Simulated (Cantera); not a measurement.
A closed system holds: 1 mol Si₃N₄, 0.46 mol N₂O, a varied amount of N₂, at 1900 K and 0.200 Pa.

These are equilibrium values from Cantera (NASA tables, ideal gas, pure condensed phases), not measurements of a reactor. Candidate condensed phases: Si, SiO₂, Si₂N₂O, Si₃N₄; 16 gas species. Equilibrium is a limit: real reactors are often held back by kinetics, nucleation or transport.

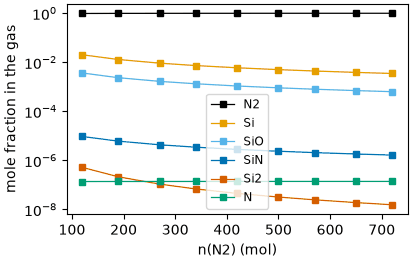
Equilibrium gas composition (values under 1e-9 drawn at 1e-9)

From 120 mol N₂ to 720 mol N₂ nothing is condensed. The main Si-bearing gas is Si throughout.
